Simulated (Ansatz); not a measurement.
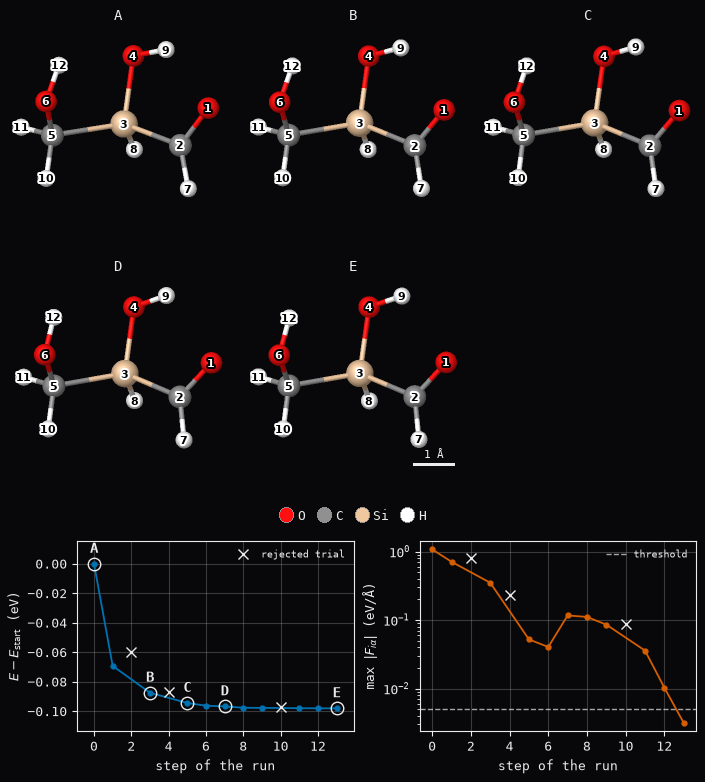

Frames of a relaxation of C2H6O3Si, marked on the history of the run. Style: ball-and-stick. Shown face on.

The start comes from PBE-D4/def2-SVP.

The calculation used RKS PBE0-D4/def2-TZVP (Ansatz 0.2.0).

Input file:
```yaml
crystal:
  periodic: [false, false, false]
  atoms:
    - {symbol: O, position_ang: [-2.200348, -1.010110, -0.754753]}
    - {symbol: C, position_ang: [-1.210433, -0.517519, -1.285652]}
    - {symbol: Si, position_ang: [0.432722, -0.615903, -0.249365]}
    - {symbol: O, position_ang: [-0.177083, -1.339738, 1.144356]}
    - {symbol: C, position_ang: [1.051184, 1.093355, 0.308193]}
    - {symbol: O, position_ang: [0.059180, 1.651199, 1.161459]}
    - {symbol: H, position_ang: [-1.305518, -0.040666, -2.309418]}
    - {symbol: H, position_ang: [1.463828, -1.444601, -0.970544]}
    - {symbol: H, position_ang: [-1.117178, -1.567896, 0.946167]}
    - {symbol: H, position_ang: [1.188372, 1.776733, -0.557651]}
    - {symbol: H, position_ang: [2.056859, 1.010793, 0.794634]}
    - {symbol: H, position_ang: [-0.164486, 0.949353, 1.806374]}
basis:
  gaussian: {orbitals: def2-TZVP}
hamiltonian: {xc: pbe0, dispersion: d4}
relax: {f_tol: 0.005, max_steps: 150}
```

Run as
```bash
ansatz run in.yaml --threads 4 --pin off --events-out ev --progress --plain --max-ram 10444MiB
```

Question: What happens along the run?

Answer: H9 moves most after the best rigid fit: 0.19 Å. By element the largest moves are H 0.19 Å, O 0.11 Å, Si 0.05 Å, C 0.04 Å. Among the contacts that change: Si3–O4 1.685 → 1.644 Å, Si3–C5 1.901 → 1.879 Å, O4–H9 0.987 → 0.965 Å, C2–Si3 1.945 → 1.924 Å. Bond angles that change, for instance: Si3–O4–H9 106.1° → 112.0°, C2–Si3–O4 99.0° → 102.7°, Si3–C5–O6 107.6° → 110.4°. The energy falls by 0.098 eV in 10 accepted moves (13 points after the start). Largest force component: 1.1 eV/Å at the start, 0.0032 eV/Å at the end. The line search rejected the trial steps at points 2, 4, 10 of the run. Cost: 3.4 min on 4 threads of Intel Xeon @ 2.50GHz (shared host). From step 0 to 3: H9 moves most (0.07 Å), energy −0.087 eV. From step 3 to 5: H9 moves most (0.03 Å), energy −0.007 eV. From step 5 to 7: H9 moves most (0.09 Å), energy −0.002 eV. From step 7 to 13: H12 moves most (0.03 Å), energy −0.001 eV.

```csv
step,"E − E(0), eV","largest force component, eV/Å",note
0,0.0000,1.0754,
1,-0.0692,0.7097,
2,-0.0599,0.8029,rejected
3,-0.0874,0.3505,
4,-0.0866,0.2295,rejected
5,-0.0944,0.0522,
6,-0.0962,0.0405,
7,-0.0967,0.1169,
8,-0.0976,0.1111,
9,-0.0977,0.0859,
10,-0.0973,0.0871,rejected
11,-0.0979,0.0359,
12,-0.0980,0.0103,
13,-0.0980,0.0032,
```
